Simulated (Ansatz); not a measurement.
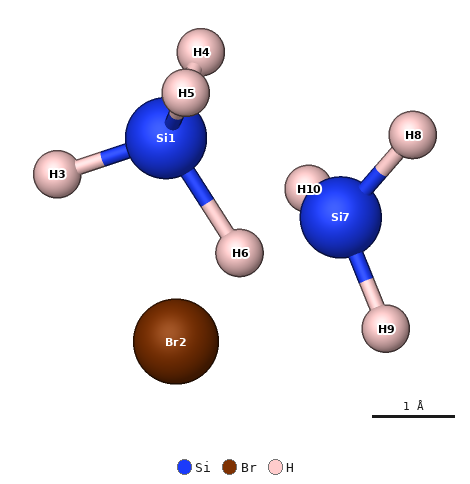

The structure (ball-and-stick view, seen at a tilt; atoms are numbered from 1 in the order of the input).

**Frequency calculation of Si$_{2}$H$_{7}$Br**

- system: Si$_{2}$H$_{7}$Br
- method: RKS B3LYP-D4/def2-SVP (Ansatz 0.2.0)

It belongs to a series of runs on one base structure; here: vibrations at the highest image of the band. Figures and captions count atoms from 1; the log counts them from 0 in places.

Input file:
```yaml
crystal:
  periodic: [false, false, false]
  atoms:
    - { symbol: Si, position_ang: [-1.249671, 0.246312, -0.011671] }
    - { symbol: Br, position_ang: [-0.764972, -2.329654, -1.174483] }
    - { symbol: H, position_ang: [-1.871602, 0.57337, -1.310447] }
    - { symbol: H, position_ang: [-0.893088, 1.560139, 0.634472] }
    - { symbol: H, position_ang: [-1.96206, -0.537977, 1.015485] }
    - { symbol: H, position_ang: [0.078603, -0.688233, -0.456214] }
    - { symbol: Si, position_ang: [1.383985, 0.209322, 0.22467] }
    - { symbol: H, position_ang: [1.323788, 0.148392, 1.706589] }
    - { symbol: H, position_ang: [2.342069, -0.768089, -0.34667] }
    - { symbol: H, position_ang: [1.612949, 1.586418, -0.281932] }
basis:
  gaussian: { orbitals: def2-SVP }
hamiltonian:
  xc: b3lyp
  dispersion: d4
phonons: {}
```

Run as:
```bash
ansatz run input.yaml --threads 2 --pin off --max-ram 3072MiB --backend cpu --events-out ev --progress --plain --runs-dir out
```

Log:
```
Engine: ansatz 0.2.0, x86_64-unknown-linux-gnu
Functional definition: B3LYP
  parameter a0 = 0.2
  parameter ax = 0.72
  parameter ac = 0.81
  exchange = (1 - a0 - ax)*slater_x + ax*b88_x + a0*exact_x
  correlation = (1 - ac)*vwn_rpa_c + ac*lyp_c
1066 factors; integrals over basis functions are off by at most 4.3e-4 eV
mean field evaluation 1: about -85901.3160 eV, gradient 1.5e1 eV
mean field evaluation 2: about -85900.5872 eV, gradient 2.2e1 eV
mean field evaluation 4: about -85902.1323 eV, gradient 3.4e-1 eV
mean field evaluation 8: about -85902.1363 eV, gradient 4.1e-2 eV
mean field -85902.13628745 eV, -3156.8452820044 hartree, gradient 5.3e-5 eV, S^2 0.000000; 0 other end points of the search recorded, 0 dependent functions left out
the calculation of the forces begins
reference -85902.13656218 eV, -3156.8452921007 hartree; 35, 35 occupied and 68, 68 virtual orbitals, 1066 factors
these checks for a lower state are left out or cut short: stability, starts, cluster_reference, orbital_swaps, neighbouring_geometries, increment
1066 factors; integrals over basis functions are off by at most 4.3e-4 eV
mean field evaluation 16: about -85902.1329 eV, gradient 1.1e-1 eV
mean field -85902.13610339 eV, -3156.8452752403 hartree, gradient 1.1e-6 eV, S^2 0.000000; 0 other end points of the search recorded, 0 dependent functions left out
[... from here on the field's lines of each further geometry are left out, up to the last ...]
the calculation of the forces begins
reference -85902.13651422 eV, -3156.8452903381 hartree; 35, 35 occupied and 68, 68 virtual orbitals, 1066 factors
these checks for a lower state are left out or cut short: stability, starts, cluster_reference, orbital_swaps, neighbouring_geometries, increment
1066 factors; integrals over basis functions are off by at most 4.3e-4 eV
mean field -85902.13631208 eV, -3156.8452829098 hartree, gradient 6.3e-6 eV, S^2 0.000000; 0 other end points of the search recorded, 0 dependent functions left out
the calculation of the forces begins
reference -85902.13658682 eV, -3156.8452930060 hartree; 35, 35 occupied and 68, 68 virtual orbitals, 1066 factors
WARN: phonons: modes at or below zero, which the zero-point energy, F, S and C_V leave out: 1, the lowest at -741.57 cm⁻¹. A minimum has none, and a first-order saddle one
Total energy: -85902.50591458 eV, -3156.8588655511 hartree
Atom 0 at    -1.249671     0.246312    -0.011671 Å, force    -0.033565    -0.026369     0.002040 eV/Å
Atom 1 at    -0.764972    -2.329654    -1.174483 Å, force    -0.001727     0.016683    -0.011557 eV/Å
Atom 2 at    -1.871602     0.573370    -1.310447 Å, force     0.006526     0.007227     0.002692 eV/Å
Atom 3 at    -0.893088     1.560139     0.634472 Å, force     0.005506     0.016138     0.012477 eV/Å
Atom 4 at    -1.962060    -0.537977     1.015485 Å, force    -0.004467     0.005208    -0.000271 eV/Å
Atom 5 at     0.078603    -0.688233    -0.456214 Å, force     0.019261    -0.026953    -0.007200 eV/Å
Atom 6 at     1.383985     0.209322     0.224670 Å, force    -0.003602     0.014257    -0.000777 eV/Å
Atom 7 at     1.323788     0.148392     1.706589 Å, force     0.008516     0.010959     0.009126 eV/Å
Atom 8 at     2.342069    -0.768089    -0.346670 Å, force     0.009020    -0.005959     0.007720 eV/Å
Atom 9 at     1.612949     1.586418    -0.281932 Å, force    -0.005466    -0.011191    -0.014250 eV/Å
Dipole moment:     0.321922     0.890253     0.433181 e Å
Vibrations: -741.57 99.15 150.45 176.73 213.01 331.64 434.23 524.17 569.99 655.91 809.33 828.95 900.08 928.22 941.37 968.31 999.36 1541.96 2126.54 2243.64 2271.95 2280.00 2281.85 2321.37 cm⁻¹, zero-point energy 1.524894 eV
```

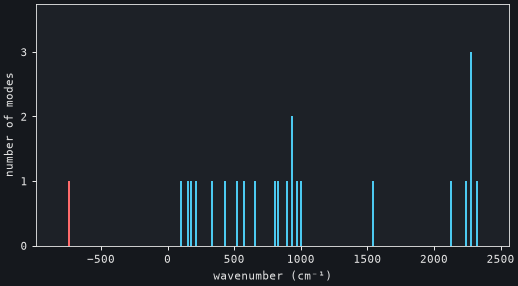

Harmonic vibrational wavenumbers from the force constants; neighbouring modes closer than 14 cm⁻¹ are counted in one stick, and imaginary ones are drawn at negative wavenumbers. 24 modes from 742i to 2321 cm⁻¹, 1 imaginary beyond 8i (742i cm⁻¹): a first-order saddle point, if the geometry is stationary.

Summary:

| quantity | value |
| --- | --- |
| outcome | converged |
| total energy | −85902.5059 eV |
| mean-field energy | −85902.1366 eV |
| largest force (length of the vector) | 0.043 eV/Å |
| hardware | 2 threads of AMD EPYC (Zen 3), 24 GiB of memory available, shared host |
| wall time | 86 s (CPU time 2.7 min) |
| peak memory | 0.25 GiB |
